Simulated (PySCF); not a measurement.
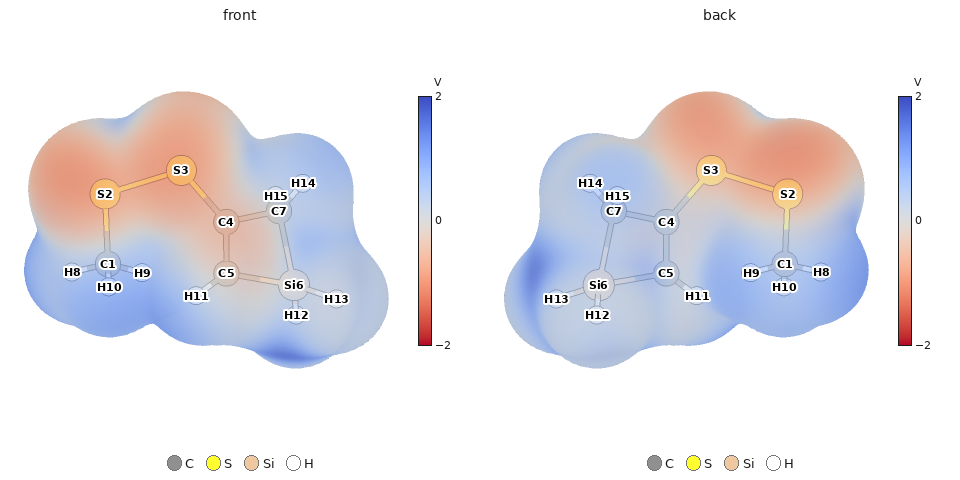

C4H8S2Si (SMILES CSSC1=C[SiH2]C1). The electrostatic potential painted on the density surface at 0.002 e/bohr³, seen from the front and from behind; the colour scale runs from red (negative) to blue (positive).

Geometry: GFN2-xTB.

Level of theory: PBE0/pcSseg-1, SCF density, gas phase, non-relativistic (PySCF 2.14.0).

The calculation's input:

```
{"job": {"kind": "nmr", "xc": "PBE0", "basis": "pcSseg-1", "pop": false}, "charge": 0, "multiplicity": 1}
C      2.469876     0.426961    -0.779246
S      2.674355     1.012101     0.925263
S      0.759396     1.082281     1.793702
C     -0.409657     0.325788     0.722391
C     -0.688190     0.471258    -0.582675
Si    -2.123078    -0.752031    -0.530482
C     -1.434641    -0.632540     1.266989
H      3.470039     0.144737    -1.093649
H      1.812912    -0.437252    -0.803190
H      2.094100     1.226088    -1.411365
H     -0.192948     1.100284    -1.301457
H     -1.899733    -2.044547    -1.174137
H     -3.463513    -0.226075    -0.760741
H     -2.076608    -0.174807     2.016526
H     -0.992311    -1.522248     1.712072
```

Launched as:

```sh
OMP_NUM_THREADS=1 python ens_run.py task.json out
```

Which sites attract a positive test charge, and which a negative one?

Answer. A positive charge is drawn to the negative regions and a negative charge to the positive ones. The most negative region (about −1.0 V) lies over S2, the most positive (about +1.5 V) over Si6.
